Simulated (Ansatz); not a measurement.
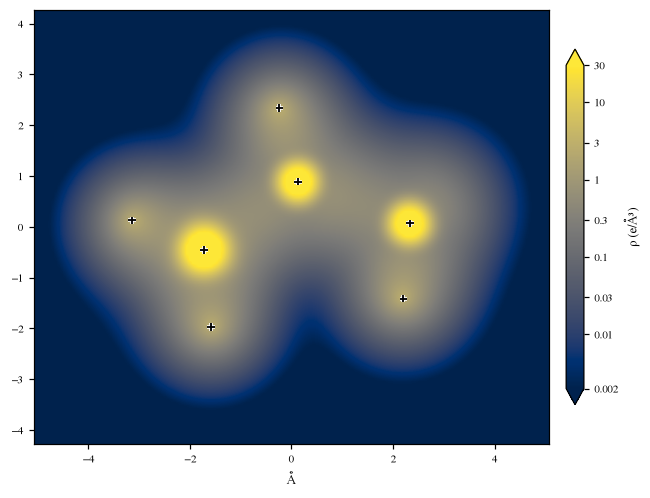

The electron density on a plane through atoms (crosses mark nuclei in the plane).

Level of theory: isolated molecule in a Gaussian basis; Kohn-Sham density functional theory, functional PBE0 (Ansatz 0.2.0).

Candidates:
A. AlGaH$_{2}$OSi (charge +1, doublet)
B. GeH$_{6}$Si$_{2}$ (charge +1, doublet)
C. BFH$_{3}$Si$_{2}$ (doublet)

Which system is this?

Answer. Candidate B: GeH$_{6}$Si$_{2}$ on the plane of atoms Si3, Ge1 and H8, which holds Ge, Si and H. Si–Ge (2.29 Å): ρ is about 0.66 e/Å³ halfway. Si–Si (2.36 Å): the density is about 0.6 e/Å³ at the midpoint.
